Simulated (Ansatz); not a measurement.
**Fields on a plane of CdSe (wurtzite)**

```yaml
crystal:
  lattice:
    - [4.38272, 0.00000, 0.00000]
    - [-2.19136, 3.79554, 0.00000]
    - [0.00000, 0.00000, 7.15447]
  atoms:
    - { symbol: Cd, position: [0.66667, 0.33333, 0.00047] }
    - { symbol: Cd, position: [0.33333, 0.66667, 0.50047] }
    - { symbol: Se, position: [0.66667, 0.33333, 0.62473] }
    - { symbol: Se, position: [0.33333, 0.66667, 0.12473] }
```

The slice is a (0001) plane (indices of the conventional cell) through the point (0.333, 0.667, 0.125) (fractional), spanned by u = [110] and v = [1 -1 0] in vectors of this cell: u (4.38 Å) and v (7.59 Å, at 90° to u). It covers one period; positions are fractions (u, v).

Atoms on it: Se at (0.00, 0.00); Se at (0.50, 0.50). Other atoms lie within 1 Å of the plane.

Level of theory: PBE (plane waves to 420 eV, PAW, scalar-relativistic; Ansatz, an electronic-structure program). k mesh 9×9×5. Inside the PAW spheres the values are not all-electron values, and peaks at nuclei hang on which shells count as valence. CdSe was relaxed with its symmetry unable to fall.

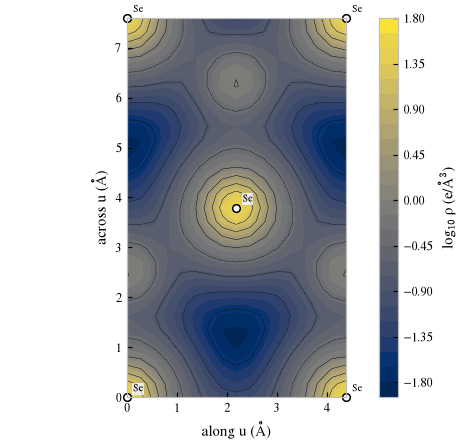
Fig. 1. Log₁₀ of the valence density in e/Å³, one period of the plane, atoms marked. The scale is logarithmic, as a density can span decades between atoms and voids.

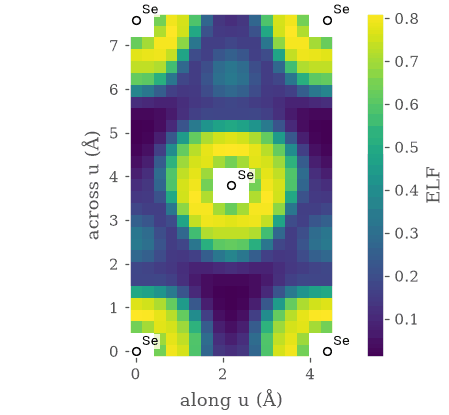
Fig. 1. Electron localisation function (ELF), one period of the plane, atoms marked. Points within 0.5 Å of a nucleus are left white, as the pseudised field means little there.
